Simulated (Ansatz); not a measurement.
```yaml
atoms:
  - { symbol: Ge, position_ang: [-1.1947, 0.1231, -0.1334] }
  - { symbol: S, position_ang: [0.3160, -1.1726, 0.8957] }
  - { symbol: H, position_ang: [-0.5290, 0.8302, -1.3186] }
  - { symbol: H, position_ang: [-1.6331, 1.1162, 0.9453] }
  - { symbol: H, position_ang: [-2.3667, -0.7510, -0.5971] }
  - { symbol: H, position_ang: [1.9532, 0.3537, 0.4198] }
  - { symbol: Br, position_ang: [2.8534, 1.4028, -0.0157] }
  - { symbol: H, position_ang: [0.6010, -1.9024, -0.1959] }
```

The reactant side of a reaction path; geometry: PBE0-D4/def2-TZVP.

Level of theory: RKS PBE0-D4/def2-TZVPP in Ansatz 0.2.0.

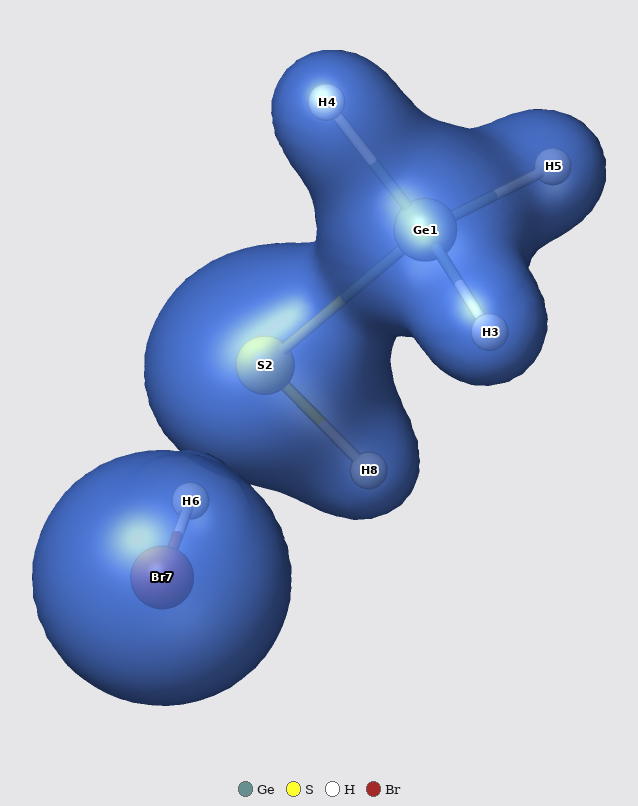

GeH$_{4}$S···HBr. Isosurface of the electron density at 0.4 e/Å³ (blue), seen at an oblique angle.

**What does this surface tell about the bonding?**

At this value the surface falls into two separate pieces. It bridges the sampled Ge–S (2.24 Å), S–H (1.34 Å) and Br–H (1.45 Å) contacts, where the density stays above the isovalue. It is pinched off along the sampled S···H (2.29 Å) contacts. On the grid the lowest density along these lines, outside the cores, is 0.19 e/Å³ (S···H, 2.29 Å), 0.67 e/Å³ (Ge–S, 2.24 Å), 1.5 e/Å³ (S–H, 1.34 Å) and 1.3 e/Å³ (Br–H, 1.45 Å).
